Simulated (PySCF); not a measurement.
Input

```
{"job": {"kind": "nmr", "xc": "BP86", "basis": "pcSseg-1", "pop": false}, "charge": 0, "multiplicity": 1}
C     -2.817669    -0.550347    -0.001575
C     -1.686653     0.336322     0.459137
O     -1.860235     1.309527     1.156987
C     -0.350337    -0.085736    -0.015855
C      0.770790     0.535885     0.364331
B      2.220368     0.136117    -0.110288
O      3.328380     0.808157     0.348261
O      2.343096    -0.941280    -0.910574
H     -3.764305    -0.194867     0.396354
H     -2.638782    -1.570456     0.332317
H     -2.856001    -0.552922    -1.089185
H     -0.308522    -0.931628    -0.686751
H      0.654502     1.372127     1.044681
H      3.725537     1.516353    -0.143497
H      3.239828    -1.187251    -1.144344
```

Command:

```sh
OMP_NUM_THREADS=1 python ens_run.py task.json out
```

Geometry: GFN2-xTB; a saddle point, not a minimum.

Theory: BP86/pcSseg-1, SCF density, gas phase, non-relativistic in PySCF 2.14.0.

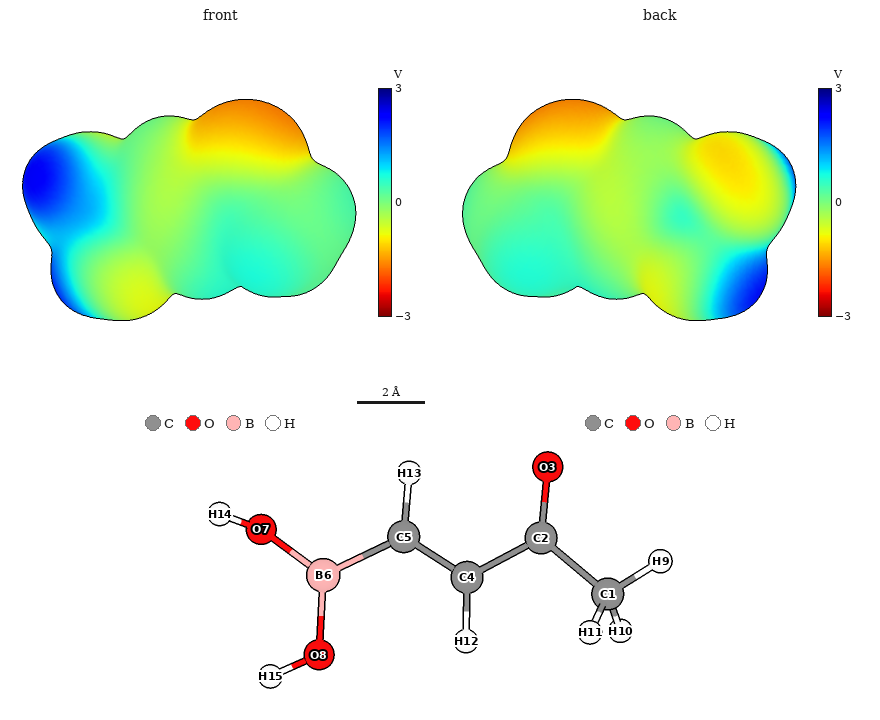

C$_{4}$H$_{7}$BO$_{3}$. The molecular electrostatic potential painted on the density surface at 0.001 e/bohr³, seen from the front and from behind; red is negative and blue positive. The bare structure is drawn below in the same view.

> Which sites attract a positive test charge, and which a negative one?

A positive charge is drawn to the negative regions and a negative charge to the positive ones. The most negative region (about −1.6 V, or −37 kcal/mol for a unit charge) lies over O3, the most positive (about +2.2 V, or +51 kcal/mol for a unit charge) over H14. O3 is the likeliest acceptor of a hydrogen bond.
